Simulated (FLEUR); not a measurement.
## Fixed-spin-moment curve of AlNi3 with FLEUR

Aim: the energy of AlNi3 as a function of its total spin moment.

Calculated with FLEUR MaX-R8.1; PBE; all-electron FLAPW, Dirac cores, scalar-relativistic bands.

## 1. The starting structure

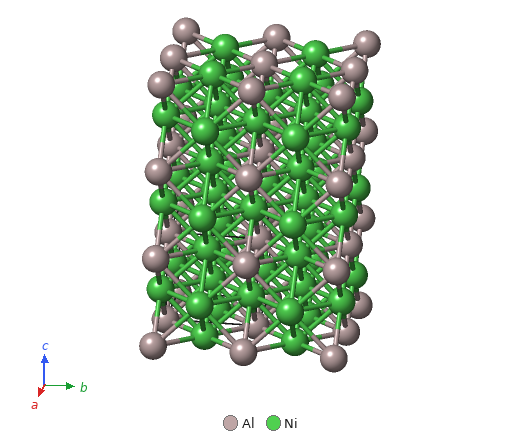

Start, viewed slightly off an axis; aluminium light grey, nickel green. 2×2×3 cells are drawn. Some periodic images of atoms are drawn too.

Coordinates:

```cif
data_structure
_symmetry_space_group_name_H-M 'Pm-3m'
_symmetry_Int_Tables_number 221
_cell_length_a 3.5231
_cell_length_b 3.5231
_cell_length_c 3.5231
_cell_angle_alpha 90.000
_cell_angle_beta 90.000
_cell_angle_gamma 90.000
_cell_volume 43.73
loop_
_atom_site_label
_atom_site_type_symbol
_atom_site_symmetry_multiplicity
_atom_site_Wyckoff_symbol
_atom_site_fract_x
_atom_site_fract_y
_atom_site_fract_z
_atom_site_occupancy
Al1 Al 1 a 0.00000 0.00000 0.00000 1
Ni1 Ni 3 c 0.00000 0.50000 0.50000 1
```

The cell comes from a database of computed structures and need not be the stable phase.

## 2. The free run

The free run tells which range of moments is worth scanning.

inpgen writes inp.xml from crystal.txt; cutoffs, mixing, functional, smearing and local orbitals are then set in the file. The k list default-1 (kpts.xml, not shown) is a Γ-centred 10×10×10 mesh; where the ranks do not divide the number of points, some are split in two of half the weight.

Input file inp.xml:

```
<?xml version="1.0" encoding="UTF-8" standalone="no"?>
<fleurInput fleurInputVersion="0.39">
   <comment>
      AlNi3
   </comment>
   <calculationSetup>
      <cutoffs Kmax="4.14" Gmax="12.4" GmaxXC="12.4" numbands="0"/>
      <scfLoop itmax="120" minDistance="0.00002" maxIterBroyd="15" imix="Anderson" alpha="0.05" precondParam="0.0" spinf="2.0" sdNocoIR="T"/>
      <coreElectrons ctail="T" frcor="F" kcrel="0" coretail_lmax="0"/>
      <xcFunctional name="pbe" relativisticCorrections="F"/>
      <magnetism jspins="2"/>
      <soc l_soc="F" theta="0.0" phi="0.0" spav="F"/>
      <expertModes spex="0" secvar="F"/>
      <geometryOptimization l_f="F" forcealpha="1.0" forcemix="BFGS" epsdisp="0.00001" epsforce="0.00001"/>
      <ldaU l_linMix="F" mixParam="0.05" spinf="1.0"/>
   </calculationSetup>
   <cell>
      <bzIntegration valenceElectrons="57.0" mode="hist" fermiSmearingEnergy="0.00183747">
         <kPointListSelection listName="default-1"/>
         <xi:include xmlns:xi="http://www.w3.org/2001/XInclude" href="kpts.xml"> </xi:include>
      </bzIntegration>
      <xi:include xmlns:xi="http://www.w3.org/2001/XInclude" href="sym.xml"> </xi:include>
      <bulkLattice scale="1.0">
         <bravaisMatrix>
            <row-1>    6.6576085554405022     0.0000000000000000     0.0000000000000000</row-1>
            <row-2>    0.0000000000000000     6.6576085554405022     0.0000000000000000</row-2>
            <row-3>    0.0000000000000000     0.0000000000000000     6.6576085554405022</row-3>
         </bravaisMatrix>
      </bulkLattice>
   </cell>
   <atomSpecies>
      <species name="Aluminum (Al)" element="Al" atomicNumber="13">
         <mtSphere radius="1.81" gridPoints="599" logIncrement="0.019"/>
         <atomicCutoffs lmax="8" lnonsphr="6"/>
         <electronConfig flipSpins="F">
            <coreConfig>(1s1/2) (2s1/2) (2p1/2) (2p3/2)</coreConfig>
            <valenceConfig>(3s1/2) (3p1/2) (3p3/2)</valenceConfig>
            <stateOccupation state="(3p1/2)" spinUp="0.166667" spinDown="0.166667"/>
            <stateOccupation state="(3p3/2)" spinUp="0.333333" spinDown="0.333333"/>
         </electronConfig>
         <energyParameters s="3" p="3" d="3" f="4"/>
      </species>
      <species name="Nickel (Ni1.001" element="Ni" atomicNumber="28">
         <mtSphere radius="2.29" gridPoints="757" logIncrement="0.016"/>
         <atomicCutoffs lmax="8" lnonsphr="6"/>
         <electronConfig flipSpins="F">
            <coreConfig>(1s1/2) (2s1/2) (2p1/2) (2p3/2)</coreConfig>
            <valenceConfig>(3s1/2) (3p1/2) (3p3/2) (4s1/2) (3d3/2) (3d5/2)</valenceConfig>
            <stateOccupation state="(3d3/2)" spinUp="1.6" spinDown="1.6"/>
            <stateOccupation state="(3d5/2)" spinUp="2.9005" spinDown="1.8995"/>
         </electronConfig>
         <energyParameters s="4" p="4" d="3" f="4"/>
         <lo type="SCLO" l="0" n="3" eDeriv="0"/>
         <lo type="SCLO" l="1" n="3" eDeriv="0"/>
      </species>
   </atomSpecies>
   <atomGroups>
      <atomGroup species="Aluminum (Al)">
         <relPos label="                   1">.0000000000 .0000000000 .0000000000</relPos>
         <force calculate="T" relaxXYZ="TTT"/>
      </atomGroup>
      <atomGroup species="Nickel (Ni1.001">
         <relPos label="                   2">.0000000000 1.000/2.000 1.000/2.000</relPos>
         <relPos label="                   3">1.000/2.000 .0000000000 1.000/2.000</relPos>
         <relPos label="                   4">1.000/2.000 1.000/2.000 .0000000000</relPos>
         <force calculate="T" relaxXYZ="TTT"/>
      </atomGroup>
   </atomGroups>
   <output dos="F" band="F" slice="F">
      <bandDOS minEnergy="-.5*Htr" maxEnergy="0.5*Htr" sigma="0.015" storeEVData="T"/>
      <plotting iplot="0" polar="F">
         <plot TwoD="T" vec1="  1.0  0.0  0.0" vec2="  0.0  1.0  0.0" vec3="  0.0  0.0  1.0" zero="  0.0  0.0  0.0" file="plot"/>
      </plotting>
      <moessbauerParams electricFieldGradient="F" isomerShift="F" coreHyperfine="F" valenceHyperfine="F"/>
   </output>
</fleurInput>
```

Input file crystal.txt:

```
AlNi3
&input film=F cartesian=F /
3.52305472670  0.00000000000  0.00000000000
0.00000000000  3.52305472670  0.00000000000
0.00000000000  0.00000000000  3.52305472670
1.8897261246
1.0 1.0 1.0

4
13 0.00000000000  0.00000000000  0.00000000000
28 0.00000000000  0.50000000000  0.50000000000 : 1.001
28 0.50000000000  0.00000000000  0.50000000000 : 1.001
28 0.50000000000  0.50000000000  0.00000000000 : 1.001

&kpt div1=10 div2=10 div3=10 gamma=T /
```

Started as:

```console
> OMP_NUM_THREADS=1 inpgen -f crystal.txt > inpgen.log  # inp.xml is then edited as shown
> OMP_NUM_THREADS=1 mpirun -n 4 fleur_MPI > fleur.log
```

The log of the run:

```text
Welcome to FLEUR        (www.flapw.de)
      MaX-Release 8.1          (www.max-centre.eu)

 ========== k-point set info ==========
 Selected k-point list: default-1
 k-point list type: mesh
 10 x 10 x 10
 Number of k points: 56

 ------------Calculation Setup---------------------------
 Number of MPI-tasks      :            4
 Number of PE/node        :            4
 Number of OMP-threads    :            1
 k-points in parallel     :            4
 pe's per k-point         :            1
 No of k-point loops      :           14
 Eigenvalue solver        :       lapack
 Number of basis functions:          389
 Approximate size of matrices (H+S) per k-point:         0.002 GB
 --------------------------------------------------------
 Iteration:     1   Distance:      21.76970046 me/bohr^3
 Iteration:     2   Distance:      20.39831122 me/bohr^3
 Iteration:     3   Distance:      15.51207532 me/bohr^3
 Iteration:     4   Distance:       4.12379994 me/bohr^3
 Iteration:     5   Distance:       3.12814425 me/bohr^3
 Iteration:     6   Distance:       1.86641809 me/bohr^3
 Iteration:     7   Distance:       1.61379300 me/bohr^3
 Iteration:     8   Distance:       1.07319250 me/bohr^3
 Iteration:     9   Distance:       0.75553225 me/bohr^3
 Iteration:    10   Distance:       0.26150926 me/bohr^3
 Iteration:    11   Distance:       0.19892464 me/bohr^3
 Iteration:    12   Distance:       0.09856968 me/bohr^3
 Iteration:    13   Distance:       0.05297050 me/bohr^3
 Iteration:    14   Distance:       0.01658161 me/bohr^3
 Iteration:    15   Distance:       0.01569342 me/bohr^3
 Iteration:    16   Distance:       0.01538329 me/bohr^3
 Iteration:    17   Distance:       0.00625879 me/bohr^3
 Iteration:    18   Distance:       0.00319854 me/bohr^3
 Iteration:    19   Distance:       0.00137736 me/bohr^3
 Iteration:    20   Distance:       0.00340855 me/bohr^3
 Iteration:    21   Distance:       0.00089030 me/bohr^3
 Iteration:    22   Distance:       0.00024881 me/bohr^3
 Iteration:    23   Distance:       0.00013403 me/bohr^3
 Iteration:    24   Distance:       0.00003984 me/bohr^3
 Iteration:    25   Distance:       0.00000687 me/bohr^3

 ********************************************************************
 Run finished successfully
 Stop message:
   all done
 ********************************************************************

--- out.xml (last complete iteration) ---
<iteration numberForCurrentRun="   25" overallNumber="   25">
         <energyParameters units="Htr">
            <atomicEP atomType="1" spin="1" branch="3s" branchLowest="-3.37" branchHighest="2.83" value="-0.0039158502"/>
            <atomicEP atomType="1" spin="1" branch="3p" branchLowest="-1.94" branchHighest="3.22" value="0.1290816556"/>
            <atomicEP atomType="1" spin="1" branch="3d" branchLowest="-9.99" branchHighest="3.10" value="0.2926243358"/>
            <atomicEP atomType="1" spin="1" branch="4f" branchLowest="-9.99" branchHighest="6.04" value="0.4551215294"/>
            <atomicEP atomType="2" spin="1" branch="4s" branchLowest="-3.43" branchHighest="1.71" value="0.2067850337"/>
            <atomicEP atomType="2" spin="1" branch="4p" branchLowest="-1.96" branchHighest="2.31" value="0.3471892971"/>
            <atomicEP atomType="2" spin="1" branch="3d" branchLowest="-9.99" branchHighest="0.40" value="0.2933453369"/>
            <atomicEP atomType="2" spin="1" branch="4f" branchLowest="-9.99" branchHighest="3.67" value="0.6672773082"/>
            <loAtomicEP atomType="2" spin="1" branch="3s" branchLowest="-35.42" branchHighest="-3.43" value="-3.4291121782"/>
            <loAtomicEP atomType="2" spin="1" branch="3p" branchLowest="-30.37" branchHighest="-1.96" value="-1.9743981200"/>
            <atomicEP atomType="1" spin="2" branch="3s" branchLowest="-3.37" branchHighest="2.83" value="-0.0067073474"/>
            <atomicEP atomType="1" spin="2" branch="3p" branchLowest="-1.94" branchHighest="3.22" value="0.1261296133"/>
            <atomicEP atomType="1" spin="2" branch="3d" branchLowest="-9.99" branchHighest="3.10" value="0.2895920644"/>
            <atomicEP atomType="1" spin="2" branch="4f" branchLowest="-9.99" branchHighest="6.04" value="0.4520633436"/>
            <atomicEP atomType="2" spin="2" branch="4s" branchLowest="-3.41" branchHighest="1.71" value="0.2040661262"/>
            <atomicEP atomType="2" spin="2" branch="4p" branchLowest="-1.95" branchHighest="2.31" value="0.3435405016"/>
            <atomicEP atomType="2" spin="2" branch="3d" branchLowest="-9.99" branchHighest="0.41" value="0.3015204378"/>
            <atomicEP atomType="2" spin="2" branch="4f" branchLowest="-9.99" branchHighest="3.68" value="0.6630066685"/>
            <loAtomicEP atomType="2" spin="2" branch="3s" branchLowest="-35.41" branchHighest="-3.41" value="-3.4172025984"/>
            <loAtomicEP atomType="2" spin="2" branch="3p" branchLowest="-30.37" branchHighest="-1.95" value="-1.9628158539"/>
         </energyParameters>
         <bandgap value="0.0038780450" units="eV"/>
         <sumValenceSingleParticleEnergies value="-46.9603240532" units="Htr"/>
         <FermiEnergy value="0.3625660846" units="Htr"/>
         <valenceDensity>
            <mtCharges spin="1">
               <mtCharge atomType="1" total="0.3378633" s="0.1558704" p="0.1477051" d="0.0312271" f="0.0026313"/>
               <mtCharge atomType="2" total="8.7458059" s="1.2251335" p="3.2234424" d="4.2819750" f="0.0118324"/>
            </mtCharges>
            <mtCharges spin="2">
               <mtCharge atomType="1" total="0.3458614" s="0.1562259" p="0.1533736" d="0.0330716" f="0.0027529"/>
               <mtCharge atomType="2" total="8.4930080" s="1.2273509" p="3.2314192" d="4.0187876" f="0.0120800"/>
            </mtCharges>
            <spinDependentCharge spin="1" total="28.8454343" interstitial="2.2701534" mtSpheres="26.5752809"/>
            <spinDependentCharge spin="2" total="28.1545657" interstitial="2.3296803" mtSpheres="25.8248854"/>
            <totalCharge value="57.0000000000"/>
         </valenceDensity>
         <coreStates atomType="     1" atomicNumber=" 13" spin="1" kinEnergy="    120.1281035210" eigValSum="    -64.2883862784" lostElectrons=" 0.014553">
            <state n="1" l="0" j="0.5" energy="-54.9450118248" weight="1.0000000000"/>
            <state n="2" l="0" j="0.5" energy="-3.3981636799" weight="1.0000000000"/>
            <state n="2" l="1" j="0.5" energy="-1.9925238459" weight="1.0000000000"/>
            <state n="2" l="1" j="1.5" energy="-1.9763434639" weight="2.0000000000"/>
         </coreStates>
         <coreStates atomType="     1" atomicNumber=" 13" spin="2" kinEnergy="    120.1283868136" eigValSum="    -64.2890924928" lostElectrons=" 0.014570">
            <state n="1" l="0" j="0.5" energy="-54.9451095673" weight="1.0000000000"/>
            <state n="2" l="0" j="0.5" energy="-3.3982942683" weight="1.0000000000"/>
            <state n="2" l="1" j="0.5" energy="-1.9926833134" weight="1.0000000000"/>
            <state n="2" l="1" j="1.5" energy="-1.9765026719" weight="2.0000000000"/>
         </coreStates>
         <coreStates atomType="     2" atomicNumber=" 28" spin="1" kinEnergy="    677.2221183114" eigValSum="   -427.6263261337" lostElectrons=" 0.000000">
            <state n="1" l="0" j="0.5" energy="-301.0708631817" weight="1.0000000000"/>
            <state n="2" l="0" j="0.5" energy="-35.4165762425" weight="1.0000000000"/>
            <state n="2" l="1" j="0.5" energy="-30.8079673439" weight="1.0000000000"/>
            <state n="2" l="1" j="1.5" energy="-30.1654596828" weight="2.0000000000"/>
         </coreStates>
         <coreStates atomType="     2" atomicNumber=" 28" spin="2" kinEnergy="    677.2807567046" eigValSum="   -427.6069740015" lostElectrons=" 0.000000">
            <state n="1" l="0" j="0.5" energy="-301.0709083205" weight="1.0000000000"/>
            <state n="2" l="0" j="0.5" energy="-35.4106066200" weight="1.0000000000"/>
            <state n="2" l="1" j="0.5" energy="-30.8035902723" weight="1.0000000000"/>
            <state n="2" l="1" j="1.5" energy="-30.1609343944" weight="2.0000000000"/>
         </coreStates>
         <allElectronCharges>
            <spinDependentCharge spin="1" total="48.8454343" interstitial="2.2845131" mtSpheres="46.5609212"/>
            <spinDependentCharge spin="2" total="48.1545657" interstitial="2.3440565" mtSpheres="45.8105092"/>
            <totalCharge value="96.9999999772"/>
         </allElectronCharges>
         <magneticMomentsInMTSpheres units="muBohr">
            <globalMagMoment atomType="1" vec="0.00000   0.00000  -0.00798"/>
            <localMagMoment atomType="1" vec="0.00000   0.00000  -0.00798"/>
            <globalMagMoment atomType="2" vec="0.00000   0.00000   0.25280"/>
            <localMagMoment atomType="2" vec="0.00000   0.00000   0.25280"/>
         </magneticMomentsInMTSpheres>
         <moessbauerParams unitsHFF="kG" unitsIS="e/bohr^3" unitsEFG="Htr/bohr^2">
         </moessbauerParams>
         <totalEnergy value="    -4805.3839323605" units="Htr">
            <sumOfEigenvalues value="    -2741.2377032299">
               <coreElectrons value="-2694.2773791767"/>
               <valenceElectrons value="-46.9603240532"/>
            </sumOfEigenvalues>
            <densityCoulombPotentialIntegral value="-7348.0078627357"/>
            <densityEffectivePotentialIntegral value="-7620.1217355551"/>
            <chargeDenXCDenIntegral value="-209.5800656933"/>
            <FockExchangeEnergyValence value="0.0000000000"/>
            <FockExchangeEnergyCore value="0.0000000000"/>
            <atomTypeDependentContributions atomType="1">
               <electronNucleiInteractionDifferentMTs value="285.1151854925"/>
               <MadelungTerm value="-8.8404792157"/>
            </atomTypeDependentContributions>
            <atomTypeDependentContributions atomType="2">
               <electronNucleiInteractionDifferentMTs value="5478.1816125175"/>
               <MadelungTerm value="-28.5466903987"/>
            </atomTypeDependentContributions>
            <tkbTimesEntropy value="0.0010205829"/>
            <freeEnergy value="-4805.3849529433"/>
            <extrapolationTo0K value="-4805.3844426519"/>
         </totalEnergy>
         <densityConvergence units="me/bohr^3">
            <chargeDensity spin="1" distance="0.0000041094"/>
            <chargeDensity spin="2" distance="0.0000030623"/>
            <overallChargeDensity distance="0.0000023034"/>
            <spinDensity distance="0.0000068720"/>
         </densityConvergence>
      </iteration>
```

It took 23 s on 4 MPI ranks of AMD EPYC 9R45, shared host; peak memory 0.25 GiB; 92 s of CPU time.

Spin moment in the muffin-tin sphere by atom:

```
atom  spin moment in the muffin-tin sphere (μB)
 Al1                                     -0.008
 Ni2                                      0.253
 Ni3                                      0.253
 Ni4                                      0.253
```

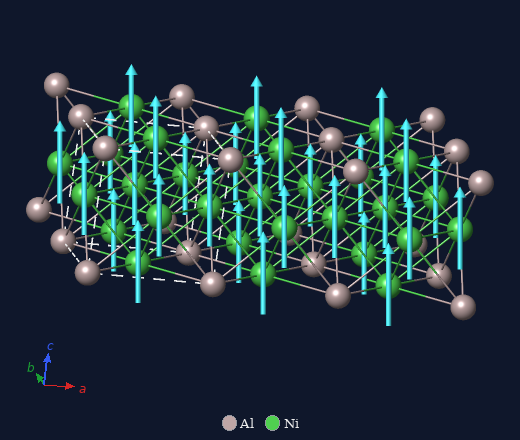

Spin moment in the muffin-tin sphere as arrows, the longest 0.253 μB. Up and down stand for the sign. Arrows give size and sign along the axis of quantisation, drawn up and down the page. 3×2×1 cells are drawn. Some periodic images of atoms are drawn too.

This step gave:

```
free energy                                                       : -130761.1860 eV
program's band gap on this mesh (in a metal only a level spacing) : 0.003878 eV
magnetization                                                     : 0.6909 μB
final state                                                       : ferromagnetic
```

After 25 cycles the largest moment stands at 0.253 μB.

## 3. No spin polarisation

Edit inp.xml of step 2 so:

```diff
@@ -10,3 +10,3 @@
       <xcFunctional name="pbe" relativisticCorrections="F"/>
-      <magnetism jspins="2"/>
+      <magnetism jspins="1"/>
       <soc l_soc="F" theta="0.0" phi="0.0" spav="F"/>
@@ -42,3 +42,3 @@
       </species>
-      <species name="Nickel (Ni1.001" element="Ni" atomicNumber="28">
+      <species name="Nickel (Ni)" element="Ni" atomicNumber="28">
          <mtSphere radius="2.29" gridPoints="757" logIncrement="0.016"/>
@@ -48,4 +48,4 @@
             <valenceConfig>(3s1/2) (3p1/2) (3p3/2) (4s1/2) (3d3/2) (3d5/2)</valenceConfig>
-            <stateOccupation state="(3d3/2)" spinUp="1.6" spinDown="1.6"/>
-            <stateOccupation state="(3d5/2)" spinUp="2.9005" spinDown="1.8995"/>
+            <stateOccupation state="(3d3/2)" spinUp="1.600000" spinDown="1.600000"/>
+            <stateOccupation state="(3d5/2)" spinUp="2.400000" spinDown="2.400000"/>
          </electronConfig>
@@ -61,3 +61,3 @@
       </atomGroup>
-      <atomGroup species="Nickel (Ni1.001">
+      <atomGroup species="Nickel (Ni)">
          <relPos label="                   2">.0000000000 1.000/2.000 1.000/2.000</relPos>
```

Input file crystal.txt:

```
AlNi3
&input film=F cartesian=F /
3.52305472670  0.00000000000  0.00000000000
0.00000000000  3.52305472670  0.00000000000
0.00000000000  0.00000000000  3.52305472670
1.8897261246
1.0 1.0 1.0

4
13 0.00000000000  0.00000000000  0.00000000000
28 0.00000000000  0.50000000000  0.50000000000
28 0.50000000000  0.00000000000  0.50000000000
28 0.50000000000  0.50000000000  0.00000000000

&kpt div1=10 div2=10 div3=10 gamma=T /
```

The log of the run:

```text
[banner, memory and clock lines left out]
Welcome to FLEUR        (www.flapw.de)
      MaX-Release 8.1          (www.max-centre.eu)

 ========== k-point set info ==========
 Selected k-point list: default-1
 k-point list type: mesh
 10 x 10 x 10
 Number of k points: 56

 [... set-up left out ...]
 Iteration:     1   Distance:      13.36757326 me/bohr^3
 Iteration:     2   Distance:      10.98768083 me/bohr^3
 Iteration:     3   Distance:       9.46170359 me/bohr^3
 Iteration:     4   Distance:       2.56474984 me/bohr^3
 Iteration:     5   Distance:       2.24396289 me/bohr^3
 Iteration:     6   Distance:       0.36970628 me/bohr^3
 Iteration:     7   Distance:       0.25129535 me/bohr^3
 Iteration:     8   Distance:       0.04604286 me/bohr^3
 Iteration:     9   Distance:       0.03213932 me/bohr^3
 Iteration:    10   Distance:       0.00535791 me/bohr^3
 Iteration:    11   Distance:       0.00400849 me/bohr^3
 Iteration:    12   Distance:       0.00100406 me/bohr^3
 Iteration:    13   Distance:       0.00008302 me/bohr^3
 Iteration:    14   Distance:       0.00008127 me/bohr^3
 Iteration:    15   Distance:       0.00001029 me/bohr^3

 ********************************************************************
 Run finished successfully
 Stop message:
   all done
 ********************************************************************

--- out.xml (last complete iteration) ---
<iteration numberForCurrentRun="   15" overallNumber="   15">
         [... left out ...]
         <bandgap value="0.0072053864" units="eV"/>
         <sumValenceSingleParticleEnergies value="-46.9453123421" units="Htr"/>
         <FermiEnergy value="0.3611267419" units="Htr"/>
         [... left out ...]
         <totalEnergy value="    -4805.3830495866" units="Htr">
            <sumOfEigenvalues value="    -2741.2192492357">
               <coreElectrons value="-2694.2739368936"/>
               <valenceElectrons value="-46.9453123421"/>
            </sumOfEigenvalues>
         [... left out ...]
            <freeEnergy value="-4805.3846001046"/>
            <extrapolationTo0K value="-4805.3838248456"/>
         </totalEnergy>
         <densityConvergence units="me/bohr^3">
            <chargeDensity spin="1" distance="0.0000102874"/>
         </densityConvergence>
      </iteration>
```

Run time: 8.4 s. Hardware: 4 MPI ranks; peak memory 0.21 GiB; 33 s of CPU time.

Numbers from this step:

```
free energy                                                       : -130761.1764 eV
program's band gap on this mesh (in a metal only a level spacing) : 0.007205 eV
final state                                                       : non-magnetic (no spin polarisation)
```

Its energy lies +9.6 meV a cell from the free run's.

[end of part 1 of 2]

[Logs and program files are shortened in this print: banners, set-up blocks, solver, clock and traceback lines can be left out without a mark of their own.]

[Logs are printed without paths, hosts, clocks, repeated set-up lines and the standing remarks that a program may print on its own settings, such as how far it seeks lower states.]

[Hosts, paths, dates, database ids (printed as entryN), source tags and the programs' standing remarks are cut or masked in the printed files.]

[Where a cell is said to come from a database of computed structures, the database is the Materials Project.]
